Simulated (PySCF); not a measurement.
**BH3: single-point calculation**

BH3, SMILES B, computed with wB97X-V/6-31G*, RKS (PySCF 2.14.0).

The geometry comes from this level: PBE0-D4/def2-TZVP.

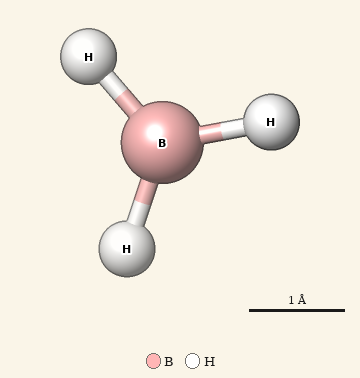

The structure as given in the input (ball-and-stick view, seen at a tilt). Bond lengths as drawn: B–H 1.19 Å.

The input (job.py):
```python
from pyscf import gto, dft

molecule = gto.M(
    atom='''
B        0.013900      -0.015100      -0.005100
H        0.982200       0.381700       0.568800
H       -0.276200      -1.171800       0.043000
H       -0.664400       0.744900      -0.626900
''',
    max_memory=1860,
    verbose=3,
    basis='6-31g*',
    spin=0,
)

mf = dft.RKS(molecule)
mf.xc = 'wb97x-v'
mf.conv_tol = 1e-10
mf.nlcgrids.level = 1
mf.grids.level = 5
mf.kernel()
if not mf.converged:
    mf = mf.newton().run(mf.mo_coeff, mf.mo_occ)

e_final = mf.e_tot
print('E(%s) = %.9f' % ('WB97X-V', e_final))
```

Machine: 1 thread of AMD EPYC (Zen 5), 16 GiB of memory available, shared host.

Run as:
```bash
OMP_NUM_THREADS=1 python job.py
```

Output:
```
converged SCF energy = -26.5949652046481
E(WB97X-V) = -26.594965205
```

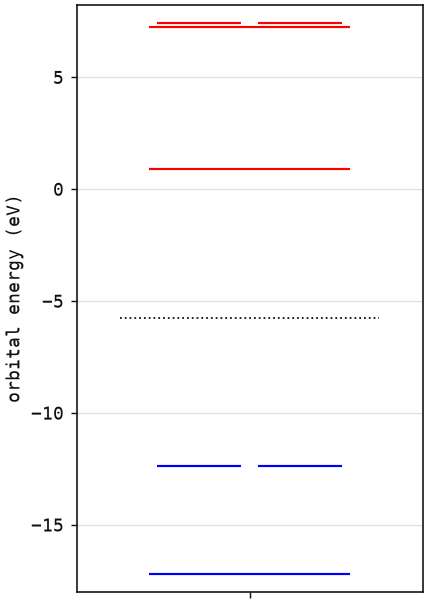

Orbital energies near the frontier; the dotted line parts filled from empty levels, and levels within 0.02 eV of each other stand side by side. Highest filled −12.38 eV, lowest empty 0.88 eV, 13.26 eV apart.

Results in brief:

| quantity | value |
| --- | --- |
| outcome | converged |
| total energy | −26.594965 hartree |
| basis functions | 20 |
| HOMO | −12.38 eV |
| LUMO | 0.88 eV |
| dipole moment | 0.00 D |
| wall time | 4.2 s |
| peak memory | 0.18 GiB |
